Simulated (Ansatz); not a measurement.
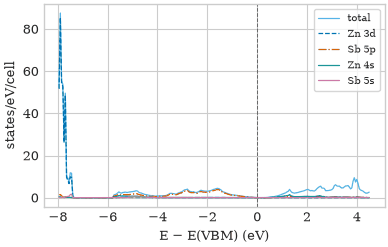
*Total and projected density of states of CaZn₂Sb₂ in space group P-3m1 (No. 164; Zn on 2d, Ca on 1a, Sb on 2d), plane-wave PAW r²SCAN (Ansatz code)*

### Question
Which orbitals carry the states next to the gap?

### Answer
Top 1 eV of the valence band: Sb 5p 87 %, outside the projected shells 9 %. Bottom 1 eV of the conduction band: Zn 4s 40 %, Sb 5p 18 %, outside the projected shells 34 %. Projections are on Löwdin-orthogonalised atomic valence shells; empty p or d shells of many metals are not among them.

The workflow started from an entry of the Crystallography Open Database (COD). Its standing as an ambient phase is unchecked. Symmetry was held in the r²SCAN relaxation; whether a distortion lowers the energy is not shown. Scalar-relativistic: spin–orbit coupling is off unless named, which matters more the heavier the elements.

Potentials: the later of the program's two PAW sets.
